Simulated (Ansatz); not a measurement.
## Nudged elastic band, with input and output: C$_{3}$H$_{11}$AlS (part 2 of 2)

The same run, continued: C$_{3}$H$_{11}$AlS; RKS BLYP/def2-SVP (Ansatz 0.2.0). The run did not end well. One setting was made poor on purpose. It belongs to a series of runs on one base structure; here: band between the two ends.

Geometry of the input (Å):
```
Al 0.4151  -0.6407  -0.9903
S  2.5252  0.0616  -0.8601
C  0.0177  -2.3526  -0.0967
C  -0.9111  0.4094  -2.0109
H  0.7885  1.3676  1.7689
C  -0.1122  1.5142  2.3941
H  2.3237  1.2151  -1.5613
H  0.9003  -2.8013  0.4021
H  -0.7744  -2.2228  0.6724
H  -0.3728  -3.0975  -0.8239
H  -0.9000  0.1076  -3.0823
H  -0.7128  1.5015  -1.9839
H  -1.9454  0.2411  -1.6421
H  -0.1576  0.7244  3.1674
H  -0.0623  2.5053  2.8823
H  -1.0216  1.4670  1.7642
```

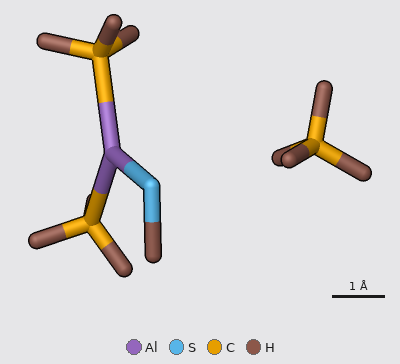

**Figure 1.** The structure as given in the input (stick view, seen on its broad side). Sticks mark near contacts.

```
Unfinished report: {"positions_ang":[[-0.0031272531923224782,-0.23568915342717903,-0.20548673667031198],[2.422678136996668,0.3926774379993926,-0.2926501949199748],[-0.10630973749563379,-2.1539322603805773,0.25533373375714213],[-0.9636826261660648,0.6301113104059968,-1.7020821921318816],[1.2658878253810084,0.8055771864009511,0.7380217234800719],[-0.08311339239780406,0.9471949286905669,1.564984635358461],[2.211627634984451,1.521210809415765,-1.0317464032163066],[0.5942792822375063,-2.4480022843613347,1.0649216653586704],[-1.1289954326180993,-2.433568290848552,0.5914547718741928],[0.12577995048719798,-2.7872456497635305,-0.627971052018015],[-0.7070022991790563,0.1605800028341339,-2.6761303584405707],[-0.7488720218842073,1.7162221020763138,-1.7938517608930913],[-2.0650304261850354,0.5293119316784245,-1.580900972083715],[0.30813295774585325,0.49603084232766315,2.4993550734852894],[0.07074120293143979,2.0457271572398175,1.6084872405475235],[-1.192895801645901,0.8139929097121482,1.5882598265125147]],"unchecked":["starts","cluster_reference","orbital_swaps","neighbouring_geometries","increment"],"mean_field":{"relativity":"none","state":{"energy":{"ev":-20712.452257330144,"hartree":-761.168581052498},"converged":true,"gradient_ev":7.83676426230812e-6,"stability":{"kind":"minimum","curvature_ev":92.88633183166654},"curvature_floor_ev":0.00030000000000000003,"spin_squared":0.0},"others":[],"fillings":{"estimated":0,"unestimated":0,"tried":0,"untried":0,"excluded_magnetic_sites":0},"n_dropped_functions":0,"n_trapped_functions":0,"passes":{"evaluations":4,"products":26},"factors":{"origin":"density fitting in generated functions","count":1510,"bound_ev":null},"gradient_stop_ev":0.00009,"reference_kind":"stationary","functional":{"name":"BLYP","citations":["Becke, Phys. Rev. A 38, 3098 (1988) doi:10.1103/PhysRevA.38.3098","Lee, Yang & Parr, Phys. Rev. B 37, 785 (1988) doi:10.1103/PhysRevB.37.785"],"text":"name \"BLYP\"\ncite \"Becke, Phys. Rev. A 38, 3098 (1988) doi:10.1103/PhysRevA.38.3098\"\ncite \"Lee, Yang & Parr, Phys. Rev. B 37, 785 (1988) doi:10.1103/PhysRevB.37.785\"\nparameter beta = 0.0042\nparameter a = 0.04918\nparameter b = 0.132\nparameter c = 0.2533\nparameter d = 0.349\nexchange = b88_x(beta = beta)\ncorrelation = lyp_c(a = a, b = b, c = c, d = d)\n","parameters":{"a":{"value":0.04918,"default":0.04918},"b":{"value":0.132,"default":0.132},"beta":{"value":0.0042,"default":0.0042},"c":{"value":0.2533,"default":0.2533},"d":{"value":0.349,"default":0.349}},"final_grid":{"core_spheres":13.0,"valence_spheres":11.0,"degree":36.0},"final_grid_parameter_source":"default","radial_points_factor":1.0,"radial_grid_error_ev":9.346635839739679e-7,"grid_sensitivity":"normal","grid_sensitivity_ratio":0.0018663373341989008},"unsmoothed_excess_ev":-0.0003637576196820073,"symmetry":{"irreps":["A"],"axes":[[0.9999941622759143,-0.001886512213718297,0.0028489446747055],[0.0019066917037641057,0.9999729973478635,-0.0070971192660573825],[-0.0028354789434658603,0.00710250989420905,0.9999707567785989]],"occupied":[{"A":29},{"A":29}]},"density_repulsion":{"missed_ev":0.00006472399242579177,"excess_ev":0.00006472399242579177,"most_excess_ev":0.000754,"are_drawn_again":false,"n_first_factors":1510,"energy_change_ev":0.0,"n_dropped_ends":0},"direct_passes":"host"},"factors":{"origin":"density fitting in generated functions","count":1510,"bound_ev":null},"n_frozen":0,"n_occupied":[29,29],"n_virtual":[104,104],"reference":{"ev":-20712.452257330144,"hartree":-761.168581052498},"total":{"ev":-20712.452257330144,"hartree":-761.168581052498},"forces_ev_per_angstrom":[[-0.01537646136714503,0.0020346794885592327,-0.02535033455678354],[0.017003085212178505,0.01775660509206464,-0.023974711737791338],[0.0019001991437202095,-0.0023997301900289475,-0.010167143296665303],[-0.009151083086177313,0.0053744740171225635,-0.0011131390096346823],[0.0016214315888030326,-0.010998226368419458,0.013586144864489657],[-0.001298285750373032,0.03006348338574792,0.0013268200650703352],[0.00003340594807630802,-0.021276634463719395,0.0155818856681756],[0.0002530805565248341,0.0015172587255419291,-0.0002459356003263574],[0.0030016856036966942,0.002711859436923051,0.000675045349739492],[0.0007694148368982098,-0.0023407456892802206,0.010264169326580586],[0.0013815980502931429,0.0009503935342240734,0.003516448309878407],[0.0027595679845417377,-0.004394804098976849,0.004690635271173759],[0.0028665006069304444,-0.00026117112365596333,-0.0018981285816588454],[-0.014437973647705046,0.009827368335493284,0.004745412465566374],[-0.0011421607848209547,-0.013414227959356723,-0.004798784312106397],[0.009815995106170176,-0.015150582126254704,0.013161615774271844]],"charge_distribution":{"dipole_moment_e_ang":[-0.07360918732752411,0.22658433463253166,0.060437832322476834],"mulliken_charges_e":[0.46157134742088424,-0.17266680950515578,-0.2280612358386538,-0.23053632367638777,0.10460391586978435,-0.21936729460104498,0.07651102032263091,0.024140367236190063,0.017265529446373717,0.02060966728803748,0.020528841187260838,0.017736809131228104,0.01812202847684996,0.02848292792272855,0.020120303664079686,0.04093890565518388],"lowdin_charges_e":[0.002472300632554436,0.1840545429215794,-0.12155660974040217,-0.12814434069182745,0.06359235928776918,-0.12654053340482552,-0.008962033080858856,0.011835567740226649,0.01344601992258132,0.013045850831492567,0.013053700185080785,0.008338044325561844,0.013553371511091594,0.01339364536046106,0.01077460153916987,0.03764351266035815]},"n_threads":4,"memory_gib":4.261363637633622,"seconds":{"hamiltonian":2.541116897,"orbitals":0.0,"second_order":0.0,"solver_start":0.0,"cycles":0.0,"cycle":0.0,"perturbative":0.0,"full_ci_increment":0.0,"forces":0.0}}
this run last wrote the band of iteration 10 to [file]
Error: NEB band did not converge after 10 iterations: max|band force component| = 5.59e-2 eV/Å (threshold 5.0e-2); raise `neb.max_iterations` in a new run, which can start from the last band evaluated (`neb.initial_path`, with `crystal.atoms` and `neb.final_atoms` set to its first and last images), add images, or start from endpoints closer to local minima. Where this run's directory can be resumed (`checkpoint.write`), a resume goes on for up to `neb.max_iterations` more; to start a new run from the last band, take its images' positions from the `neb_iteration` event of iteration 10 (`data.images[].positions_ang`), in the event stream of the run that computed that iteration (not this run's, if it was resumed behind it). With `checkpoint.write`, `steps/00-neb/state/checkpoint.json` in the run directory holds the last saved band, under `neb.evaluated.images[].positions_ang` (a band under a hybrid functional on support functions is neither saved nor resumed: `neb.initial_path` says where its path is): check the last entry of `neb.iterations` there, which is earlier than 10 if that iteration was not saved or its write failed. If the band's step has no `state` directory and holds `state.next`, a write was cut short, and the file is under `state.next` instead (behind a loss of power it can be under `state.prev`)
this run wrote the band of iteration 10 to [file] as well, whether or not its events were kept: a new run's `neb.initial_path` can list its `images[].positions_ang`
a run's events are kept only if it was started with --events-out <file>, and are in that file
```

The last band as extended XYZ (Å, eV, eV/Å)
```
16
Properties=species:S:1:pos:R:3:forces:R:3 image=0 energy=-20714.03699
Al    0.4151   -0.6407   -0.9903   -0.0196  -0.0043  -0.0070
S     2.5252    0.0616   -0.8601    0.0199   0.0123   0.0048
C     0.0177   -2.3526   -0.0967   -0.0008  -0.0006  -0.0090
C    -0.9111    0.4094   -2.0109   -0.0092   0.0166  -0.0092
H     0.7885    1.3676    1.7689    0.0146  -0.0013  -0.0110
C    -0.1122    1.5142    2.3941   -0.0132  -0.0048  -0.0020
H     2.3237    1.2151   -1.5613   -0.0029  -0.0085   0.0013
H     0.9003   -2.8013    0.4021    0.0065  -0.0030   0.0037
H    -0.7744   -2.2228    0.6724   -0.0031   0.0017   0.0040
H    -0.3728   -3.0975   -0.8239   -0.0012  -0.0018  -0.0030
H    -0.9000    0.1076   -3.0823    0.0007  -0.0006   0.0154
H    -0.7128    1.5015   -1.9839   -0.0020  -0.0157  -0.0013
H    -1.9454    0.2411   -1.6421    0.0106   0.0003  -0.0025
H    -0.1576    0.7244    3.1674   -0.0033  -0.0026   0.0046
H    -0.0623    2.5053    2.8823    0.0032   0.0164   0.0104
H    -1.0216    1.4670    1.7642   -0.0003  -0.0041   0.0007
16
Properties=species:S:1:pos:R:3:forces:R:3 image=1 energy=-20714.03433
Al    0.4260   -0.5894   -0.9437   -0.0020  -0.0007  -0.0023
S     2.5690    0.0255   -0.9444    0.0015   0.0008   0.0047
C     0.0171   -2.2781   -0.0114    0.0028  -0.0026  -0.0074
C    -0.9079    0.4940   -1.9191    0.0006  -0.0018  -0.0013
H     0.8173    1.3177    1.7199    0.0010   0.0008   0.0017
C    -0.1363    1.3912    2.2771    0.0025   0.0022  -0.0022
H     2.3771    1.1600   -1.6779   -0.0014   0.0008  -0.0004
H     0.8609   -2.6496    0.6049   -0.0001  -0.0016  -0.0010
H    -0.8693   -2.1736    0.6503    0.0000   0.0012   0.0015
H    -0.2316   -3.0754   -0.7464   -0.0021   0.0000   0.0014
H    -0.9557    0.1773   -2.9847   -0.0016  -0.0009   0.0001
H    -0.6696    1.5779   -1.9171    0.0005  -0.0010  -0.0014
H    -1.9290    0.3679   -1.5014    0.0005  -0.0002  -0.0003
H    -0.1518    0.6338    3.0834   -0.0012   0.0007   0.0019
H    -0.2259    2.4024    2.7170   -0.0002   0.0008   0.0021
H    -0.9902    1.2186    1.5935   -0.0009   0.0013   0.0030
16
Properties=species:S:1:pos:R:3:forces:R:3 image=2 energy=-20714.02693
Al    0.4062   -0.5539   -0.8938    0.0024   0.0054  -0.0077
S     2.5638    0.0163   -0.9358    0.0023  -0.0085   0.0034
C    -0.0064   -2.2425    0.0378    0.0145  -0.0082  -0.0066
C    -0.9158    0.5611   -1.8494   -0.0022  -0.0014   0.0015
H     0.8205    1.2176    1.5770   -0.0042   0.0062   0.0121
C    -0.1159    1.2993    2.1625    0.0100   0.0032  -0.0080
H     2.3786    1.1658   -1.6469   -0.0047  -0.0016  -0.0088
H     0.7337   -2.4826    0.8290   -0.0020  -0.0036  -0.0042
H    -1.0144   -2.2293    0.5032   -0.0009   0.0038  -0.0007
H     0.0031   -3.0919   -0.6809   -0.0055   0.0004   0.0000
H    -0.9391    0.2947   -2.9293   -0.0017  -0.0019  -0.0031
H    -0.6824    1.6448   -1.7924    0.0019  -0.0025  -0.0033
H    -1.9445    0.4131   -1.4585    0.0017  -0.0012  -0.0023
H    -0.0479    0.6476    3.0535   -0.0059   0.0043   0.0097
H    -0.2562    2.3506    2.4769   -0.0054   0.0016   0.0111
H    -0.9832    0.9893    1.5473   -0.0005   0.0040   0.0068
16
Properties=species:S:1:pos:R:3:forces:R:3 image=3 energy=-20713.99399
Al    0.3851   -0.5017   -0.8010    0.0237   0.0090  -0.0290
S     2.5488    0.0726   -0.8402    0.0014  -0.0296  -0.0173
C    -0.0298   -2.2096    0.0954    0.0168   0.0038  -0.0093
C    -0.9248    0.6042   -1.7827   -0.0029  -0.0036   0.0030
H     0.8033    1.0518    1.3384   -0.0149   0.0304   0.0452
C    -0.0821    1.1962    1.9901   -0.0061  -0.0037   0.0044
H     2.3423    1.2895   -1.4222   -0.0030  -0.0245  -0.0347
H     0.6479   -2.4134    0.9504    0.0005  -0.0052  -0.0092
H    -1.0745   -2.2440    0.4705    0.0082   0.0049  -0.0079
H     0.0850   -3.0570   -0.6155   -0.0033  -0.0152  -0.0027
H    -0.9161    0.3258   -2.8596   -0.0080   0.0043  -0.0133
H    -0.7003    1.6900   -1.7321    0.0055  -0.0035  -0.0013
H    -1.9633    0.4533   -1.4193    0.0091  -0.0035   0.0014
H     0.0799    0.6457    2.9352   -0.0179   0.0164   0.0250
H    -0.1993    2.2771    2.1920   -0.0149   0.0096   0.0294
H    -1.0018    0.8198    1.5007    0.0059   0.0103   0.0164
16
Properties=species:S:1:pos:R:3:forces:R:3 image=4 energy=-20713.87466
Al    0.3225   -0.4130   -0.6335    0.0789  -0.0110  -0.1133
S     2.5029    0.1543   -0.7241    0.0440  -0.0823  -0.0990
C    -0.0582   -2.1712    0.1757    0.0283  -0.0065  -0.0359
C    -0.9466    0.6280   -1.7299    0.0067  -0.0137  -0.0187
H     0.8044    0.9089    1.1296   -0.0111   0.0538   0.0655
C    -0.0379    1.1086    1.8249   -0.0638   0.0121   0.0727
H     2.2710    1.4253   -1.1658    0.0026  -0.0490  -0.0568
H     0.6175   -2.4233    1.0190    0.0061   0.0108  -0.0096
H    -1.1052   -2.2945    0.5249    0.0137   0.0490  -0.0185
H     0.1082   -2.9421   -0.6088   -0.0059  -0.0703   0.0138
H    -0.8304    0.2652   -2.7756   -0.0400   0.0318  -0.0442
H    -0.7343    1.7173   -1.7495    0.0090  -0.0048   0.0115
H    -2.0148    0.4906   -1.4603    0.0204  -0.0173   0.0351
H     0.1958    0.5899    2.7713   -0.0552   0.0526   0.0923
H    -0.0822    2.2037    1.9634   -0.0538   0.0355   0.0978
H    -1.0125    0.7526    1.4384    0.0201   0.0094   0.0072
16
Properties=species:S:1:pos:R:3:forces:R:3 image=5 energy=-20713.42292
Al    0.1864   -0.3121   -0.4117    0.4476  -0.1383  -0.4689
S     2.4392    0.2729   -0.4990    0.0418  -0.3054  -0.4286
C    -0.0971   -2.1500    0.2458    0.0211   0.0020  -0.0265
C    -0.9726    0.6368   -1.6955   -0.0069  -0.0037  -0.0083
H     0.8921    0.8342    0.9584   -0.8150   0.0728   0.4946
C     0.0037    1.0287    1.6667    0.1342   0.1776   0.1594
H     2.2138    1.5029   -1.0475   -0.0047  -0.0392  -0.0270
H     0.6035   -2.4483    1.0528    0.0126   0.0103   0.0033
H    -1.1268   -2.3984    0.5795   -0.0004   0.0843  -0.0146
H     0.1211   -2.8104   -0.6241   -0.0043  -0.0589   0.0417
H    -0.7390    0.1896   -2.6882   -0.0433   0.0458  -0.0345
H    -0.7535    1.7218   -1.7804    0.0084  -0.0013   0.0104
H    -2.0665    0.5225   -1.5443    0.0082  -0.0289   0.0537
H     0.3047    0.5268    2.5997   -0.0277   0.1152   0.2542
H     0.0439    2.1271    1.7403   -0.0751   0.1959   0.2952
H    -1.0528    0.7559    1.4474    0.3035  -0.1281  -0.3040
16
Properties=species:S:1:pos:R:3:forces:R:3 image=6 energy=-20712.45189
Al   -0.0031   -0.2357   -0.2055   -0.0154   0.0020  -0.0254
S     2.4227    0.3927   -0.2927    0.0170   0.0178  -0.0240
C    -0.1063   -2.1539    0.2553    0.0019  -0.0024  -0.0102
C    -0.9637    0.6301   -1.7021   -0.0092   0.0054  -0.0011
H     1.2659    0.8056    0.7380    0.0016  -0.0110   0.0136
C    -0.0831    0.9472    1.5650   -0.0013   0.0301   0.0013
H     2.2116    1.5212   -1.0317    0.0000  -0.0213   0.0156
H     0.5943   -2.4480    1.0649    0.0003   0.0015  -0.0002
H    -1.1290   -2.4336    0.5915    0.0030   0.0027   0.0007
H     0.1258   -2.7872   -0.6280    0.0008  -0.0023   0.0103
H    -0.7070    0.1606   -2.6761    0.0014   0.0009   0.0035
H    -0.7489    1.7162   -1.7939    0.0028  -0.0044   0.0047
H    -2.0650    0.5293   -1.5809    0.0029  -0.0003  -0.0019
H     0.3081    0.4960    2.4994   -0.0144   0.0098   0.0047
H     0.0707    2.0457    1.6085   -0.0011  -0.0134  -0.0048
H    -1.1929    0.8140    1.5883    0.0098  -0.0152   0.0132
16
Properties=species:S:1:pos:R:3:forces:R:3 image=7 energy=-20712.77538
Al   -0.1723   -0.2131   -0.0919   -0.0696   0.0325   0.0575
S     2.4873    0.4032   -0.3218    0.0392   0.0027   0.0064
C    -0.1271   -2.1683    0.2377   -0.0072  -0.0059  -0.0219
C    -0.9634    0.6124   -1.7160   -0.0169  -0.0195  -0.0080
H     1.7600    0.9111    0.7342    0.3134   0.0453  -0.0309
C    -0.2555    0.9137    1.5758   -0.1198  -0.0418  -0.0126
H     2.2522    1.5205   -1.0666    0.0127   0.0164  -0.0310
H     0.5811   -2.4482    1.0474   -0.0053  -0.0005  -0.0140
H    -1.1358   -2.4917    0.5813   -0.0018  -0.0401  -0.0044
H     0.1210   -2.7819   -0.6534   -0.0033   0.0042  -0.0134
H    -0.6800    0.1236   -2.6720    0.0096  -0.0160   0.0052
H    -0.7348    1.6964   -1.8100    0.0057  -0.0121   0.0015
H    -2.0723    0.5373   -1.6396   -0.0097   0.0087  -0.0355
H     0.2579    0.4865    2.4653   -0.0285  -0.0029  -0.0083
H     0.0233    1.9896    1.5103   -0.0297  -0.0337  -0.0463
H    -1.3413    0.9094    1.8193   -0.0886   0.0627   0.1557
16
Properties=species:S:1:pos:R:3:forces:R:3 image=8 energy=-20712.95551
Al   -0.2612   -0.1983   -0.0304   -0.0205   0.0176   0.0111
S     2.4334    0.3540   -0.3716    0.0119  -0.0516  -0.0318
C    -0.1689   -2.1711    0.2136    0.0094   0.0044  -0.0105
C    -0.9702    0.5972   -1.7146   -0.0134  -0.0166  -0.0040
H     2.3242    1.0423    0.7980    0.1082   0.0418   0.0425
C    -0.3765    0.9166    1.6246   -0.0356  -0.0098  -0.0139
H     2.2624    1.4863   -1.1113   -0.0123   0.0176  -0.0205
H     0.5485   -2.4700    1.0090   -0.0069  -0.0045  -0.0066
H    -1.1635   -2.5533    0.5379   -0.0050  -0.0118  -0.0086
H     0.1012   -2.7317   -0.7066   -0.0033   0.0057  -0.0057
H    -0.6354    0.0822   -2.6407    0.0071  -0.0067   0.0053
H    -0.7278    1.6772   -1.8240    0.0026  -0.0062   0.0006
H    -2.0825    0.5332   -1.7096   -0.0009  -0.0006  -0.0140
H     0.2127    0.5036    2.4728   -0.0071   0.0077   0.0129
H    -0.0638    1.9745    1.4792   -0.0176  -0.0002   0.0015
H    -1.4325    0.9575    1.9738   -0.0168   0.0130   0.0415
16
Properties=species:S:1:pos:R:3:forces:R:3 image=9 energy=-20712.98399
Al   -0.2870   -0.1607    0.0043   -0.0180   0.0101  -0.0150
S     2.3908    0.3238   -0.5285    0.0124  -0.0065   0.0028
C    -0.1756   -2.1385    0.2150    0.0138   0.0036  -0.0030
C    -0.9844    0.5810   -1.7116   -0.0093  -0.0057  -0.0001
H     2.7443    0.7003    0.7348    0.0033  -0.0065  -0.0046
C    -0.4383    0.9649    1.6453    0.0002  -0.0014   0.0027
H     2.2409    1.6190   -0.9300   -0.0085   0.0021   0.0051
H     0.5053   -2.4622    1.0320   -0.0023  -0.0018   0.0000
H    -1.1796   -2.5479    0.4707    0.0009   0.0051  -0.0018
H     0.1457   -2.6580   -0.7135    0.0000  -0.0026   0.0054
H    -0.5975    0.0560   -2.6119    0.0007   0.0015   0.0000
H    -0.7841    1.6668   -1.8442    0.0025  -0.0023   0.0024
H    -2.0924    0.4679   -1.7436    0.0047  -0.0009   0.0002
H     0.1967    0.6093    2.4863   -0.0006   0.0039  -0.0003
H    -0.1981    2.0368    1.4727   -0.0034  -0.0013   0.0047
H    -1.4865    0.9417    2.0221    0.0037   0.0026   0.0013
16
Properties=species:S:1:pos:R:3:forces:R:3 image=10 energy=-20712.98784
Al   -0.2956   -0.1293   -0.0246   -0.0135   0.0015  -0.0057
S     2.3587    0.3661   -0.6068   -0.0009   0.0068   0.0158
C    -0.1291   -2.1010    0.2160    0.0074   0.0018   0.0031
C    -1.0414    0.5671   -1.7376   -0.0003  -0.0006   0.0012
H     2.8300    0.2636    0.6700    0.0025  -0.0012  -0.0091
C    -0.4522    1.0103    1.6069    0.0073   0.0000  -0.0013
H     2.2980    1.7276   -0.5303   -0.0014  -0.0083  -0.0013
H     0.5487   -2.3943    1.0470    0.0002  -0.0018   0.0009
H    -1.1256   -2.5309    0.4674   -0.0018   0.0016  -0.0013
H     0.2143   -2.6300   -0.6989    0.0011  -0.0017  -0.0022
H    -0.6672    0.0276   -2.6345    0.0006   0.0002   0.0001
H    -0.8575    1.6518   -1.8977   -0.0001   0.0005  -0.0009
H    -2.1481    0.4399   -1.7405    0.0000   0.0003   0.0007
H     0.2138    0.6901    2.4380   -0.0003   0.0010   0.0013
H    -0.2565    2.0886    1.4181   -0.0004   0.0012   0.0001
H    -1.4901    0.9532    2.0075   -0.0002  -0.0013  -0.0015
```

Outcome

| quantity | value |
| --- | --- |
| outcome | not converged |
| barrier, forward (band not converged) | 1.585 eV |
| barrier, backward | 0.536 eV |
| wall time | 3.9 min (CPU time 15 min) |
| peak memory | 0.19 GiB |

What went wrong

The run did not converge: “NEB band did not converge after 10 iterations: max|band force component| = 5.59e-2 eV/Å (threshold 5.0e-2); raise `neb.max_iterations` in a new run, which can start from the last band evaluated (`neb.initial_path`, with `crystal.atoms` and `neb.final_atoms` set to its first and last images), add images, or start from endpoints closer to local minima …” Its last values are not results. A deliberately poor setting: few iterations.
